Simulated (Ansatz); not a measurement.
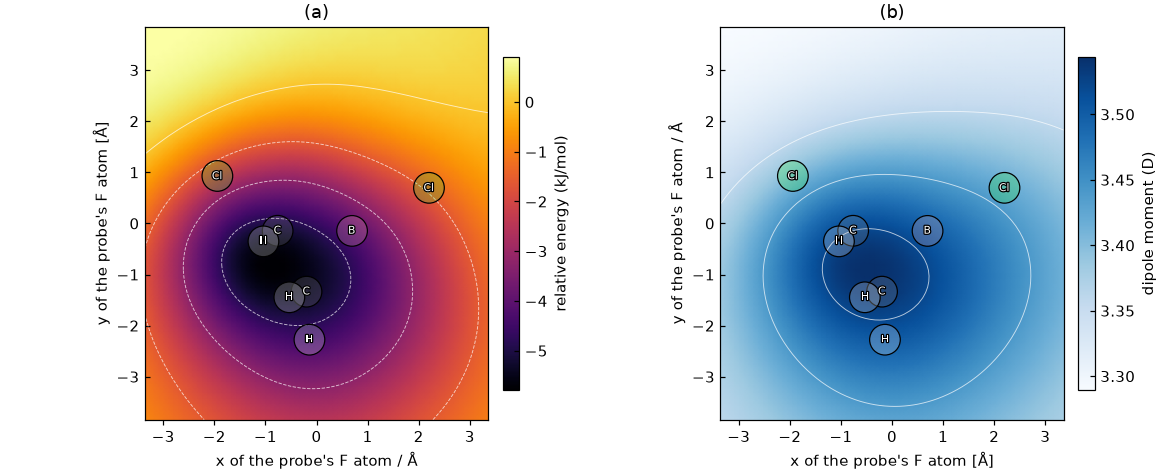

C₂H₃BCl₂ (SMILES ClB1CC1Cl) with the probe HF. The probe is moved over a plane parallel to the molecule's main plane, 4.26 Å above it. The first coordinate is: x of the probe's F atom; the second: y of the probe's F atom. Nothing is relaxed (molecule and probe rigid, the probe upright with F nearest the plane). The scan uses a 15 × 17 grid. Points are written as (first, second). Energies: kJ/mol, counted from molecule and probe far apart, each relaxed in its own basis (no counterpoise correction). All numbers below come from Ansatz, RHF/def2-SVPD.

Panel (a) is the energy; panel (b) is the computed dipole moment, in D.

In the figure: a smooth colour map with a few white contour lines, labelled circles for the molecule's atoms, projected on the plane. Between grid points the surface is interpolated.

> How does the dipole moment vary over the map, and what is it at the lowest grid point?

Leaving out the highest fifth of the energies, it runs from 3.33 D at (−3.36 Å, 1.44 Å) to 3.54 D at (−0.48 Å, −0.96 Å). At the lowest grid point, (−0.96 Å, −0.96 Å), it is 3.54 D.
